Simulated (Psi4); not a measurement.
**SnSe (SMILES [Se][Sn]): levels of theory compared**

We compute a comparison of 5 runs (M06-2X/def2-TZVP, PBE/def2-TZVP, SVWN5/def2-TZVP, TPSS/def2-TZVP, revPBE/def2-TZVP) of SnSe. 

Program for the calculation: Psi4 1.11.

2 further runs of the same task are left out: 2 that didn't finish.

### 1 The molecule

SnSe has 2 atoms, charge 0, and is taken as a singlet. As SMILES, `[Se][Sn]`. The Se1–Sn2 distance was set to 2.674 Å, away from the relaxed value.

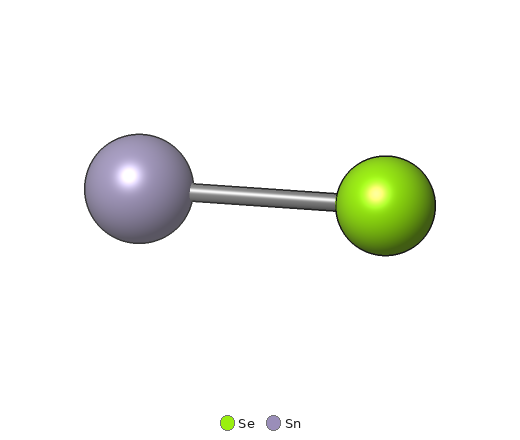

Viewed from a chosen angle; selenium green, tin purple.

### 2 Energy and forces at M06-2X/def2-TZVP (core potential) (run 1)

calc.py reads:

```python
import psi4

psi4.set_memory(2200000000)
psi4.set_num_threads(1)
psi4.set_output_file('run.log', False)

molecule = psi4.geometry("""
0 1
Se
Sn 1 2.6741
units angstrom
symmetry c1
no_reorient
no_com
""")

psi4.set_options({
    'basis': 'def2-TZVP',
    'puream': True,
    'e_convergence': 1e-09,
    'd_convergence': 1e-08,
    'scf_type': 'pk',
    'dft_radial_points': 99,
    'dft_spherical_points': 590,
})

E, wfn = psi4.gradient("M06-2X", molecule=molecule, return_wfn=True)
psi4.oeprop(wfn, "LOWDIN_CHARGES", "MAYER_INDICES", "WIBERG_LOWDIN_INDICES")
print('gradient / Eh bohr^-1')
print(E.np.round(6))
print(f'energy = {wfn.energy():.10f} Eh')
for k, v in sorted(psi4.core.scalar_variables().items()):
    print(f'{k:45s} {v:18.10f}')
```

Run with:

```console
$ python calc.py
```

run.log:

```text
[...]
  Running in c1 symmetry.
[...]
  Nuclear repulsion =  148.021597390209791
[...]
  Multiplicity = 1
[...]
  Nalpha       = 28
  Nbeta        = 28
[...]
    Number of basis functions: 98
[...]
   @RKS iter   1: -2614.77667094785556   -3.05073e+00   2.20874e-02 DIIS/ADIIS
[...]
   @RKS iter  14: -2615.83561850267415   -3.63798e-12   9.03411e-09 DIIS
[...]
  @RKS Final Energy: -2615.83561850267415
   => Energetics <=
    Nuclear Repulsion Energy =            148.0215973902097915
    One-Electron Energy =               -4016.5770569144769979
    Two-Electron Energy =                1302.5064834857153073
    DFT Exchange-Correlation Energy =     -49.7866424641223375
    Empirical Dispersion Energy =           0.0000000000000000
    VV10 Nonlocal Energy =                  0.0000000000000000
    Total Energy =                      -2615.8356185026741514
[...]
 Multipole Moments:
 ------------------------------------------------------------------------------------
     Multipole            Electronic (a.u.)      Nuclear  (a.u.)        Total (a.u.)
 ------------------------------------------------------------------------------------
 L = 1.  Multiply by 2.5417464519 to convert [e a0] to [Debye]
 Dipole X            :         -0.0000000            0.0000000           -0.0000000
 Dipole Y            :          0.0000001            0.0000000            0.0000001
 Dipole Z            :         60.7052732          -58.6340053            2.0712679
 Magnitude           :                                                    2.0712679
[...]
  -Total Gradient:
     Atom            X                  Y                   Z
    ------   -----------------  -----------------  -----------------
       1        0.000000000063    -0.000000009402    -0.073512551227
       2       -0.000000000063     0.000000009417     0.073459557131
[...]
```

Standard output:

```text
gradient / Eh bohr^-1
[[ 0.       -0.       -0.073513]
 [-0.        0.        0.07346 ]]
energy = -2615.8356185027 Eh
CURRENT ENERGY                                  -2615.8356185027
CURRENT REFERENCE ENERGY                        -2615.8356185027
DD SOLVATION ENERGY                                 0.0000000000
DFT FUNCTIONAL TOTAL ENERGY                     -2615.8356185027
DFT TOTAL ENERGY                                -2615.8356185027
DFT VV10 ENERGY                                     0.0000000000
DFT XC ENERGY                                     -49.7866424641
GRID ELECTRONS ALPHA                               27.9999996909
GRID ELECTRONS BETA                                27.9999996909
GRID ELECTRONS TOTAL                               55.9999993818
NUCLEAR REPULSION ENERGY                          148.0215973902
ONE-ELECTRON ENERGY                             -4016.5770569145
PCM POLARIZATION ENERGY                             0.0000000000
PE ENERGY                                           0.0000000000
SCF ITERATION ENERGY                            -2615.8356185027
SCF ITERATIONS                                     14.0000000000
SCF TOTAL ENERGY                                -2615.8356185027
TWO-ELECTRON ENERGY                              1302.5064834857
XC GRID RADIAL POINTS                              99.0000000000
XC GRID SPHERICAL POINTS                          590.0000000000
XC GRID TOTAL POINTS                           108930.0000000000
```

Wall time 49 s (1 thread of Intel Xeon at 2.50GHz (Skylake/Cascade Lake), shared host); peak memory 1 GiB.

### 3 The energy at PBE/def2-TZVP (core potential) (run 2)

input.in reads:

```
memory 2200 MB

molecule {
  0 1
  Se     0.00000000     0.00000000    -0.64683436
  Sn     0.00000000     0.00000000     4.40648227
  units bohr
  symmetry c1
}

set basis def2-TZVP
set puream true
set e_convergence 1e-09
set d_convergence 1e-08
set scf_type pk
set dft_radial_points 99
set dft_spherical_points 590

energy_value, wavefunction = energy('pbe', return_wfn=True)
print_variables()
```

Run with:

```console
$ psi4 -n 1 input.in input.out
```

input.out:

```text
[...]
    !!!  WARNING: ECP capability is in beta. Please check occupations closely.  !!!
[...]
  Running in c1 symmetry.
[...]
  Nuclear repulsion =  148.021597451335708
[...]
  Multiplicity = 1
[...]
  Nalpha       = 28
  Nbeta        = 28
[...]
    Number of basis functions: 98
[...]
 WARNING: Atomic UHF is not converging! Try casting from a smaller basis or call Rob at CCMST.
   -------------------------
[...]
   @RKS iter   1: -2614.45335650974130   -2.49938e+00   2.40316e-02 ADIIS/DIIS
[...]
   @RKS iter  16: -2615.53343617232213   -5.77529e-11   7.85450e-09 DIIS
[...]
  @RKS Final Energy: -2615.53343617232213
   => Energetics <=
    Nuclear Repulsion Energy =            148.0215974513357082
    One-Electron Energy =               -4015.6999521407460634
    Two-Electron Energy =                1356.8785234393444625
    DFT Exchange-Correlation Energy =    -104.7336049222563616
    Empirical Dispersion Energy =           0.0000000000000000
    VV10 Nonlocal Energy =                  0.0000000000000000
    Total Energy =                      -2615.5334361723221264
[...]
 Multipole Moments:
 ------------------------------------------------------------------------------------
     Multipole            Electronic (a.u.)      Nuclear  (a.u.)        Total (a.u.)
 ------------------------------------------------------------------------------------
 L = 1.  Multiply by 2.5417464519 to convert [e a0] to [Debye]
 Dipole X            :          0.0000000            0.0000000            0.0000000
 Dipole Y            :          0.0000005            0.0000000            0.0000005
 Dipole Z            :         60.2212530          -58.6340053            1.5872476
 Magnitude           :                                                    1.5872476
[...]
```

Run time: 18 s. Hardware: 1 thread of Intel Xeon at 2.50GHz (Skylake/Cascade Lake), shared host; peak memory 0.65 GiB.

Runs 3 to 4 aren't shown in full; the table further down has their settings and results.

### 4 Energy and forces at revPBE/def2-TZVP (core potential) (run 5)

calc.dat reads:

```
memory 2200 MB

molecule mol {
  0 1
  Se
  Sn 1 2.6741
  units angstrom
  symmetry c1
  no_reorient
  no_com
}

set {
  reference rks
  puream true
  e_convergence 1e-09
  d_convergence 1e-08
  scf_type pk
  dft_radial_points 99
  dft_spherical_points 590
}

energy_value, wavefunction = gradient('revpbe/def2-TZVP', return_wfn=True)
oeprop(wavefunction, 'WIBERG_LOWDIN_INDICES', 'DIPOLE', 'MULLIKEN_CHARGES')
```

Run with:

```console
$ psi4 calc.dat calc.out -n 1
```

calc.out:

```text
[...]
  Running in c1 symmetry.
[...]
  Nuclear repulsion =  148.021597390209791
[...]
  Multiplicity = 1
[...]
  Nalpha       = 28
  Nbeta        = 28
[...]
    Number of basis functions: 98
[...]
   @RKS iter   1: -2614.63161643712419   -2.47757e+00   2.41727e-02 DIIS/ADIIS
[...]
   @RKS iter  16: -2615.74478389050682   -9.09495e-13   3.45793e-09 DIIS
[...]
  @RKS Final Energy: -2615.74478389050682
   => Energetics <=
    Nuclear Repulsion Energy =            148.0215973902097915
    One-Electron Energy =               -4015.8200811523488483
    Two-Electron Energy =                1357.0100952845332358
    DFT Exchange-Correlation Energy =    -104.9563954129010597
    Empirical Dispersion Energy =           0.0000000000000000
    VV10 Nonlocal Energy =                  0.0000000000000000
    Total Energy =                      -2615.7447838905068238
[...]
  -Total Gradient:
     Atom            X                  Y                   Z
    ------   -----------------  -----------------  -----------------
       1       -0.000000000002    -0.000000001701    -0.057796823526
       2        0.000000000003     0.000000001703     0.057793046223
[...]
 Multipole Moments:
 ------------------------------------------------------------------------------------
     Multipole            Electronic (a.u.)      Nuclear  (a.u.)        Total (a.u.)
 ------------------------------------------------------------------------------------
 L = 1.  Multiply by 2.5417464519 to convert [e a0] to [Debye]
 Dipole X            :         -0.0000000            0.0000000           -0.0000000
 Dipole Y            :          0.0000003            0.0000000            0.0000003
 Dipole Z            :         60.2339167          -58.6340053            1.5999114
 Magnitude           :                                                    1.5999114
[...]
```

It took 46 s on 1 thread of Intel Xeon at 2.50GHz (Skylake/Cascade Lake), shared host; peak memory 0.66 GiB.

### 5 Overview of the runs

```tsv
run	level	task	energy (Eh)	dipole moment (D)	HOMO energy (eV)	LUMO energy (eV)	wall time
1	M06-2X/def2-TZVP (core potential)	gradient	-2615.835619	5.26	-7.20	-2.32	49 s
2	PBE/def2-TZVP (core potential)	energy	-2615.533436	4.03	-5.59	-3.70	18 s
3	SVWN5/def2-TZVP (core potential)	energy	-2612.156065	3.96	-5.80	-3.92	10 s
4	TPSS/def2-TZVP (core potential)	gradient	-2615.731921	4.18	-5.63	-3.67	51 s
5	revPBE/def2-TZVP (core potential)	gradient	-2615.744784	4.07	-5.52	-3.62	46 s
```

### 6 Results

| quantity | value |
| --- | --- |
| run 5: total energy | -2615.74478 Eh |
| run 5: dipole moment | 4.07 D |
| run 5: HOMO energy | -5.52 eV |
| run 5: LUMO energy | -3.62 eV |
| run 5: HOMO–LUMO gap | 1.90 eV |
| run 5: largest force on an atom | 2.972 eV/Å |

In words: The dipole moment (its size) runs from 3.96 D (SVWN5/def2-TZVP) to 5.26 D (M06-2X/def2-TZVP). The HOMO–LUMO gap runs from 1.87 eV (SVWN5/def2-TZVP) to 4.87 eV (M06-2X/def2-TZVP). Totals of different functionals can't be ranked against each other. All runs together took 2.9 min, the longest 51 s.
